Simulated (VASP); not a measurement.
Band structure of CaZn2P2 (space group P-3m1). These are LDA (Ceperley-Alder, Perdew-Zunger), VASP's LDA PAW potentials (set 64) (plane waves; VASP) values and carry that method's errors.

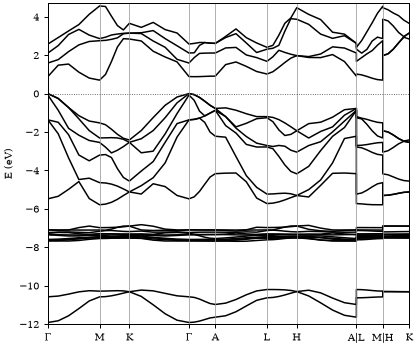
Bands along high-symmetry lines, zero at the valence-band maximum or, without a gap, the Fermi level

Read the plot: is there a gap, and where are the band edges?

The gap is indirect, 0.70 eV, from the valence maximum at Γ to the conduction minimum at M.

The structure comes from a computed database's CaZn2P2 entry; how it stands against other phases isn't given here. The cell was not relaxed at this level.
